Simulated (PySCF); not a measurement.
System: KRb.

```yaml
atoms:
  - { symbol: K, position_ang: [0.0000, 0.0000, -2.8488] }
  - { symbol: Rb, position_ang: [0.0000, 0.0000, 1.3072] }
```

Core potentials replace the inner electrons of Rb.

Computed with PBE0/def2-SVP, non-relativistic Hamiltonian with scalar-relativistic core potentials where named, at a bond length of 4.156 Å in PySCF.

Q: Predict the electron density and electron localisation function between the atoms.

A: K–Rb (4.16 Å): ρ at the midpoint is about 0.03 e/Å³; the ELF is about 0.30 at the midpoint.

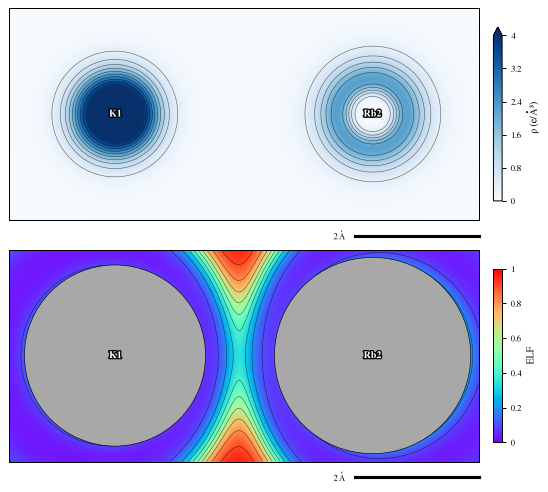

Computed electron density and electron localisation function on a plane that holds the molecular axis, in this order. Grey discs cover the atomic cores in the ELF map. 
